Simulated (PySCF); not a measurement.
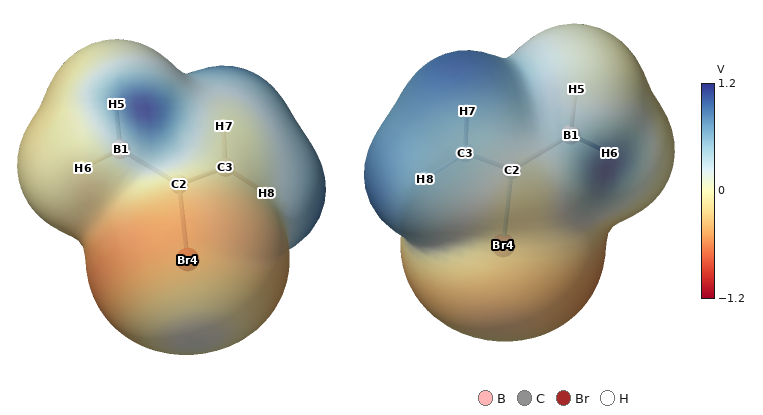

*C₂H₄BBr, SMILES `BC(=C)Br`. Electrostatic potential on the surface of electron density 0.001 a.u. (back view left, front view right).*

PySCF calculation, B3LYP/cc-pVTZ, gas phase; geometry: GFN2-xTB. No frequency check shows the geometry to be a minimum. GFN2-xTB bond lengths at metals and heavier atoms can be off by up to 0.1 Å and shapes distorted, which carries into these values.

Input script:

```python
import numpy as np
from pyscf import gto, scf, dft
from pyscf.scf import atom_ks, atom_hf
from scipy.linalg import block_diag

def solve(mol, dm0=None, hcore=None):
    mf = (dft.UKS if mol.spin else dft.RKS)(mol, xc='b3lyp')
    mf.grids.level = 3
    mf = mf.density_fit(auxbasis='def2-universal-jkfit')
    mf.conv_tol, mf.max_cycle = 1e-8, 80
    if hcore is not None:
        mf.get_hcore = lambda *args: hcore
    mf.kernel(dm0)
    if not mf.converged:
        mf = mf.newton().run(mf.mo_coeff, mf.mo_occ, max_cycle=30)
    assert mf.converged, 'SCF not converged'
    return mf

mol = gto.M(atom='''
B     -1.77438     1.31780     0.00000
C     -1.01400    -0.02425     0.00000
C     -1.57679    -1.23392     0.00000
Br     0.92051     0.02347     0.00000
H     -2.94110     1.28583     0.00000
H     -1.19900     2.33196     0.00000
H     -2.65043    -1.32664     0.00000
H     -1.01056    -2.15270     0.00000
''', basis='cc-pvtz', charge=0, spin=0, verbose=4)
mf = solve(mol)
mf.analyze()
# spherically averaged free atoms, for the promolecule
atm = atom_ks.get_atm_nrks(mol, xc='b3lyp')
pro = block_diag(*[(atm[a[0]][2] * atm[a[0]][3]) @ atm[a[0]][2].T for a in mol._atom])
np.savez('result.npz', e=mf.e_tot, c=mf.mo_coeff, occ=mf.mo_occ, eps=mf.mo_energy, pro=pro, dip=mf.dip_moment(verbose=0), s2=mf.spin_square()[0])
```

Run with:

```sh
OMP_NUM_THREADS=1 python input.py
```

The run took 25 s on 1 thread of Arm Neoverse V1, on a shared host, peak memory 0.7 GiB.

Partitions, critical points and surface values were worked out afterwards from this run's density.

> Where are the extremes of the potential on the surface?

Highest: 1.19 V, off the molecular plane, over B1 (1.7 Å), and at like points elsewhere. Further maxima include 1.01 V, 1.3 Å from H7; 0.93 V, 1.3 Å from H8. Lowest: −0.59 V, 2.3 Å from Br4. Further minima include −0.17 V, 1.6 Å from H6. The surface is sampled at points, so like sites can differ by a few per cent and only the strongest of them is named.

> Does Br4 carry a σ-hole?

Yes: a local maximum of +0.30 V lies on the extension of the C2–Br4 bond.
